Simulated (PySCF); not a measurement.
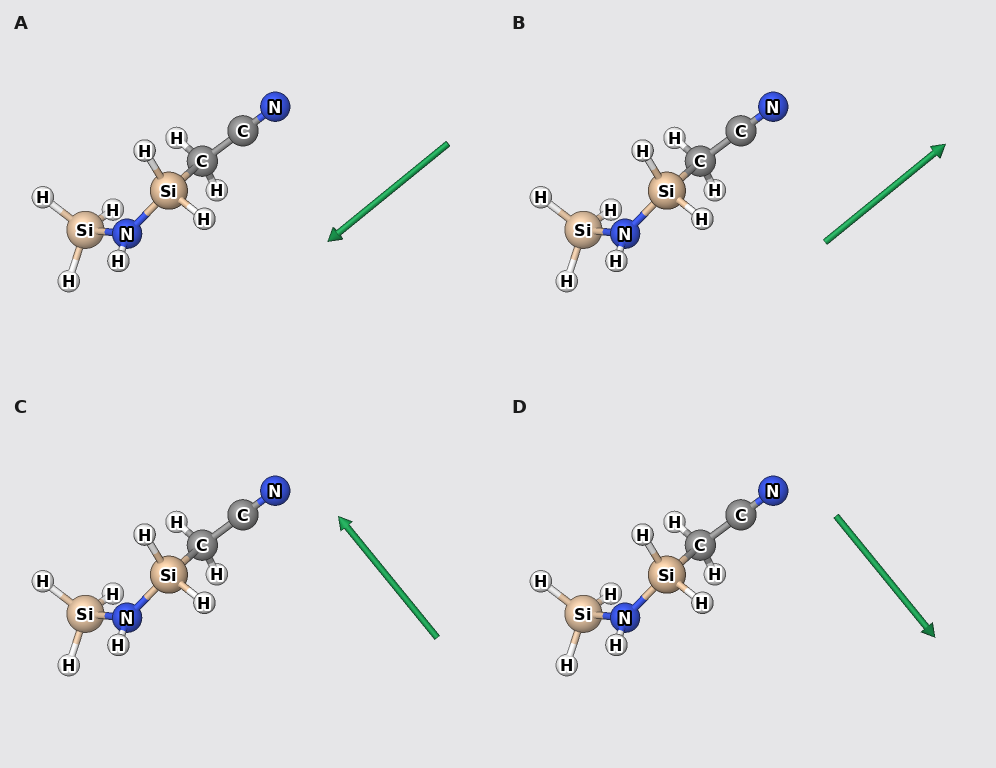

The same molecule four times, each with an arrow. The computed structure is the end point of a GFN2-xTB optimisation. No frequency run is at hand to confirm it as a minimum. Level of theory: PBE0/pcSseg-1, gas phase (PySCF 2.14.0).

Question: Which arrow points along the dipole moment, from the negative to the positive end?

Answer: A. The dipole moment is 4.78 D.

The geometry is semi-empirical. Around Si such bond lengths and angles can be off by a tenth of an ångström or more and by several degrees, and values that hang on the shape move with them.
